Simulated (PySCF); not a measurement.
## Geometry relaxation, with input and output: CH7NSi

The run: geometry relaxation of CH7NSi. Method and program: PBE0-D3(BJ)/def2-SVPD geometry optimisation, gas phase (PySCF 2.14.0).

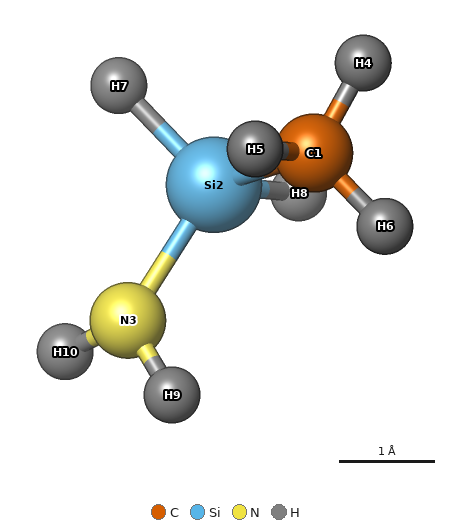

Figure 1. The starting structure (ball-and-stick view, seen at a tilt; atoms are numbered from 1 in the order of the input).

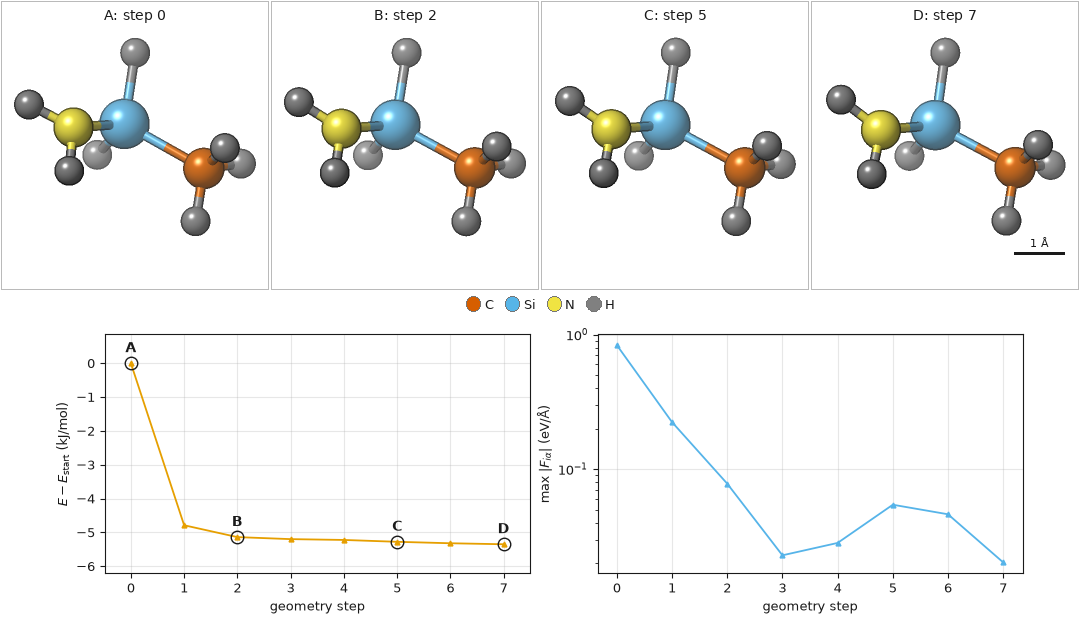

Figure 2. Frames of the relaxation (ball-and-stick view, seen at a tilt) above the curves, on which the letters mark them (steps are counted from 0).

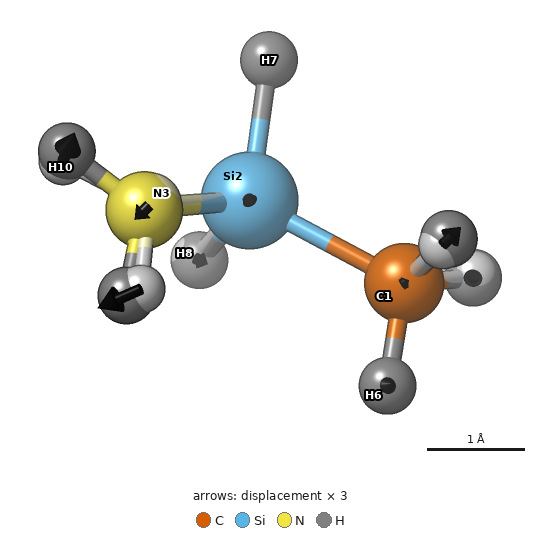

Figure 3. Start (faint) and end (solid) with the displacements as black arrows, magnified 3 times (ball-and-stick view, seen at a tilt). The two geometries are laid on each other by the best rigid fit. Over 7 geometry steps the energy falls by 5.35 kJ/mol. Largest force component: 0.83 eV/Å at the start, 0.02 eV/Å at the end. The largest move after the best rigid fit is that of H9, 0.17 Å. Largest moves by element: H 0.17 Å, N 0.07 Å, Si 0.04 Å, C 0.03 Å. Distances before and after: Si2–H7 1.464 → 1.495 Å, Si2–H8 1.475 → 1.503 Å, C1–Si2 1.894 → 1.873 Å, Si2–N3 1.725 → 1.740 Å. Among the angles that change: C1–Si2–N3 106.1° → 109.1°, H7–Si2–H8 109.3° → 107.2°. (Atoms are counted from 1 in the order of the input.)

The input that produced these results follows, with the program's output.

## The input
```
{"job": {"xc": "PBE0", "basis": "def2-SVPD", "d3": "d3bj", "grid": 2, "kind": "geom"}, "charge": 0, "multiplicity": 1}
C      1.326642    -0.415840    -0.041959
Si    -0.198223     0.701520     0.072756
N     -1.560031    -0.354250     0.142365
H      2.238660     0.169348     0.020904
H      1.343910    -1.142098     0.764687
H      1.355832    -0.963259    -0.979838
H     -0.237807     1.460488     1.324616
H     -0.188085     1.639000    -1.066104
H     -1.602894    -1.140017    -0.486559
H     -2.478004     0.045107     0.249132
```

The first line tells a small driver script what to run in PySCF; the rest is the geometry in Å.

Launch command:
```bash
OMP_NUM_THREADS=1 python <driver script> task.json out
```

## The program's output
```
step   0  E = -386.20223209  max force = 0.016211
step   1  E = -386.20405569  max force = 0.004344
step   2  E = -386.20418908  max force = 0.001518
step   3  E = -386.20421182  max force = 0.000446
step   4  E = -386.20422108  max force = 0.000550
step   5  E = -386.20424191  max force = 0.001058
step   6  E = -386.20425837  max force = 0.000898
step   7  E = -386.20426961  max force = 0.000396
optimisation converged
```

## Trajectory as extended XYZ (Å, eV, eV/Å), 8 frames, from step=0 to step=7
```
10
Properties=species:S:1:pos:R:3:forces:R:3 step=0 energy=-10509.09802
C     1.3266   -0.4158   -0.0420   -0.5041   0.5622   0.0932
Si   -0.1982    0.7015    0.0728    0.6770  -0.8336  -0.0311
N    -1.5600   -0.3543    0.1424   -0.3335  -0.1466  -0.0296
H     2.2387    0.1694    0.0209    0.4465   0.2845   0.0013
H     1.3439   -1.1421    0.7647   -0.0663  -0.2949   0.4038
H     1.3558   -0.9633   -0.9798   -0.0492  -0.2032  -0.4601
H    -0.2378    1.4605    1.3246    0.0897   0.4268   0.4183
H    -0.1881    1.6390   -1.0661    0.0156   0.3630  -0.3387
H    -1.6029   -1.1400   -0.4866   -0.0086  -0.1988  -0.1475
H    -2.4780    0.0451    0.2491   -0.2672   0.0405   0.0902
10
Properties=species:S:1:pos:R:3:forces:R:3 step=1 energy=-10509.14764
C     1.3542   -0.3763    0.0057   -0.0371  -0.1422  -0.0320
Si   -0.2134    0.6485    0.0743    0.1351   0.2234  -0.0310
N    -1.5999   -0.4038    0.0849    0.0149  -0.0382  -0.0020
H     2.2556    0.2523    0.0602   -0.0613   0.0517  -0.0035
H     1.3897   -1.0956    0.8383   -0.0078   0.0200  -0.0179
H     1.4099   -0.9466   -0.9356   -0.0002   0.0062   0.0309
H    -0.2494    1.4790    1.3195   -0.0722  -0.0629  -0.0021
H    -0.1982    1.6242   -1.0738    0.0176  -0.0562   0.0228
H    -1.6499   -1.1639   -0.5820   -0.0060   0.0059   0.0144
H    -2.5221   -0.0232    0.2530    0.0169  -0.0076   0.0205
10
Properties=species:S:1:pos:R:3:forces:R:3 step=2 energy=-10509.15127
C     1.3481   -0.3805    0.0034    0.0009  -0.0635  -0.0056
Si   -0.2079    0.6571    0.0715    0.0327   0.0780  -0.0080
N    -1.5899   -0.4014    0.0853   -0.0117  -0.0141  -0.0144
H     2.2451    0.2531    0.0598   -0.0002   0.0173  -0.0053
H     1.3794   -1.0984    0.8362   -0.0004   0.0151   0.0012
H     1.4045   -0.9502   -0.9373   -0.0037   0.0084   0.0065
H    -0.2638    1.4774    1.3204   -0.0240  -0.0198   0.0076
H    -0.1866    1.6280   -1.0765    0.0148  -0.0137  -0.0031
H    -1.6395   -1.1641   -0.5783   -0.0076   0.0016   0.0037
H    -2.5127   -0.0264    0.2602   -0.0008  -0.0095   0.0174
10
Properties=species:S:1:pos:R:3:forces:R:3 step=3 energy=-10509.15189
C     1.3469   -0.3827    0.0029    0.0059  -0.0018   0.0086
Si   -0.2056    0.6609    0.0694   -0.0102  -0.0045   0.0050
N    -1.5878   -0.3993    0.0833   -0.0006   0.0086  -0.0229
H     2.2432    0.2526    0.0587    0.0048  -0.0025  -0.0061
H     1.3766   -1.0981    0.8375    0.0028   0.0056   0.0052
H     1.4027   -0.9523   -0.9373   -0.0043   0.0007  -0.0021
H    -0.2717    1.4751    1.3213   -0.0034  -0.0014   0.0025
H    -0.1772    1.6300   -1.0790    0.0068  -0.0015  -0.0044
H    -1.6396   -1.1626   -0.5792   -0.0048   0.0023  -0.0013
H    -2.5108   -0.0289    0.2670    0.0029  -0.0056   0.0154
10
Properties=species:S:1:pos:R:3:forces:R:3 step=4 energy=-10509.15214
C     1.3471   -0.3838    0.0038    0.0038   0.0194   0.0112
Si   -0.2047    0.6617    0.0684   -0.0186  -0.0283   0.0093
N    -1.5879   -0.3976    0.0801    0.0062   0.0114  -0.0244
H     2.2435    0.2517    0.0568    0.0036  -0.0064  -0.0057
H     1.3770   -1.0964    0.8405    0.0033  -0.0001   0.0038
H     1.4012   -0.9547   -0.9356   -0.0033  -0.0053  -0.0021
H    -0.2753    1.4731    1.3218    0.0019   0.0053  -0.0007
H    -0.1713    1.6303   -1.0802    0.0029   0.0027  -0.0027
H    -1.6428   -1.1594   -0.5838   -0.0038   0.0035  -0.0025
H    -2.5101   -0.0302    0.2728    0.0038  -0.0022   0.0138
10
Properties=species:S:1:pos:R:3:forces:R:3 step=5 energy=-10509.15271
C     1.3480   -0.3866    0.0076   -0.0016   0.0478   0.0097
Si   -0.2026    0.6621    0.0661   -0.0215  -0.0544   0.0125
N    -1.5893   -0.3925    0.0688    0.0147   0.0070  -0.0195
H     2.2455    0.2487    0.0501   -0.0002  -0.0090  -0.0035
H     1.3805   -1.0907    0.8512    0.0029  -0.0102  -0.0005
H     1.3966   -0.9644   -0.9278   -0.0006  -0.0159   0.0016
H    -0.2832    1.4678    1.3224    0.0080   0.0145  -0.0062
H    -0.1563    1.6302   -1.0822   -0.0036   0.0091   0.0022
H    -1.6549   -1.1469   -0.6021   -0.0023   0.0061  -0.0047
H    -2.5078   -0.0331    0.2905    0.0043   0.0050   0.0085
10
Properties=species:S:1:pos:R:3:forces:R:3 step=6 energy=-10509.15316
C     1.3493   -0.3894    0.0123   -0.0035   0.0460   0.0032
Si   -0.2008    0.6608    0.0644   -0.0115  -0.0462   0.0084
N    -1.5913   -0.3873    0.0564    0.0134  -0.0033  -0.0076
H     2.2478    0.2452    0.0425   -0.0030  -0.0069  -0.0009
H     1.3856   -1.0846    0.8630    0.0011  -0.0118  -0.0027
H     1.3921   -0.9770   -0.9174    0.0010  -0.0171   0.0050
H    -0.2888    1.4635    1.3221    0.0075   0.0141  -0.0071
H    -0.1435    1.6301   -1.0826   -0.0055   0.0097   0.0047
H    -1.6692   -1.1314   -0.6243   -0.0019   0.0066  -0.0061
H    -2.5046   -0.0353    0.3082    0.0024   0.0087   0.0031
10
Properties=species:S:1:pos:R:3:forces:R:3 step=7 energy=-10509.15346
C     1.3505   -0.3919    0.0166   -0.0026   0.0203  -0.0035
Si   -0.1993    0.6583    0.0633    0.0013  -0.0144  -0.0001
N    -1.5934   -0.3831    0.0459    0.0062  -0.0132   0.0070
H     2.2499    0.2417    0.0356   -0.0027  -0.0019   0.0011
H     1.3906   -1.0795    0.8734   -0.0008  -0.0060  -0.0013
H     1.3888   -0.9905   -0.9065    0.0013  -0.0097   0.0049
H    -0.2911    1.4606    1.3211    0.0026   0.0062  -0.0036
H    -0.1351    1.6301   -1.0814   -0.0028   0.0050   0.0036
H    -1.6833   -1.1154   -0.6458   -0.0025   0.0059  -0.0063
H    -2.5011   -0.0357    0.3225    0.0000   0.0079  -0.0018
```

## Key numbers

| quantity | value |
| --- | --- |
| outcome | converged |
| total energy | −386.204270 hartree |
| dipole moment | 0.94 D |
| point group | C1 |
| hardware | 1 CPU thread, shared host |
| wall time | 39 s |
| peak memory | 0.55 GiB |
